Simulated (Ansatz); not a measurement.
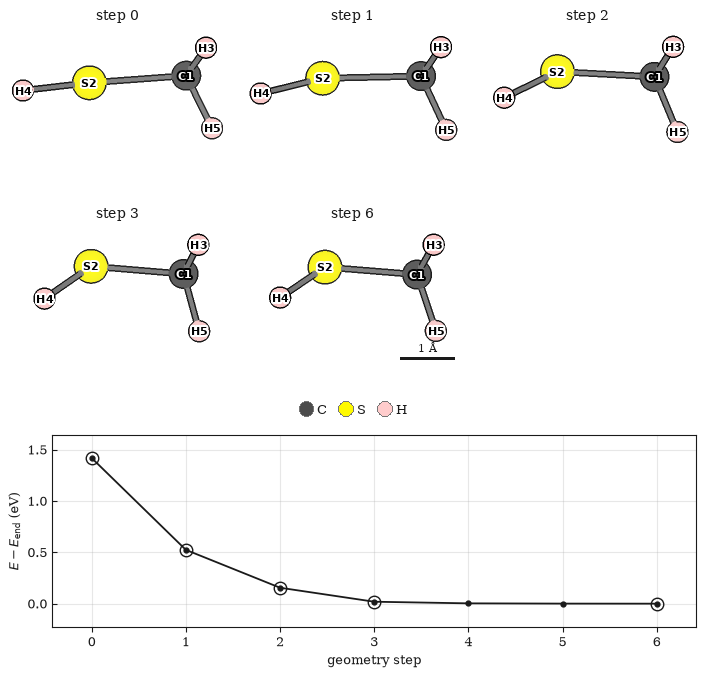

Frames of a relaxation of CH$_{3}$S (charge −1), marked on the history of the run. A ball-and-stick model, seen at a tilt.

It is one of the separated reactants of a reaction.

Level of theory: RKS PBE-D4/def2-SVPD (Ansatz 0.2.0). Settings: force threshold 0.03 eV/Å; at most 250 steps.

Question: What happens along the run?

Answer: Over 6 geometry steps the energy falls by 1.418 eV. Largest force component: 3.6 eV/Å at the start, 0.0056 eV/Å at the end. The atom that moves furthest after the best rigid fit is H4 (0.48 Å). By element the largest moves are H 0.48 Å, S 0.41 Å, C 0.08 Å. Some distances before and after: S2–H4 1.360 → 1.451 Å, C1–S2 1.820 → 1.764 Å, C1–H3 1.098 → 1.113 Å. Among the angles between lasting bonds that change: C1–S2–H4 156.8° → 113.2°, H3–C1–H5 107.0° → 110.4°. Groups turn about C1–S2 by about 25°. The run took 6 s on 2 threads of Intel Xeon Platinum 8488C, on a shared host. From step 0 to 1: S2 moves most (0.19 Å), energy −0.894 eV. From step 1 to 2: S and H atoms move most (0.19 Å), energy −0.369 eV. From step 2 to 3: H4 moves most (0.20 Å), energy −0.136 eV. From step 3 to 6: C1 moves most (0.04 Å), energy −0.019 eV.

```json
{"step": "0", "E − E(0), eV": "0.0000", "largest force component, eV/Å": "3.6072"}
{"step": "1", "E − E(0), eV": "-0.8943", "largest force component, eV/Å": "1.5766"}
{"step": "2", "E − E(0), eV": "-1.2631", "largest force component, eV/Å": "1.0171"}
{"step": "3", "E − E(0), eV": "-1.3994", "largest force component, eV/Å": "0.4647"}
{"step": "4", "E − E(0), eV": "-1.4152", "largest force component, eV/Å": "0.1682"}
{"step": "5", "E − E(0), eV": "-1.4177", "largest force component, eV/Å": "0.1172"}
{"step": "6", "E − E(0), eV": "-1.4183", "largest force component, eV/Å": "0.0056"}
```
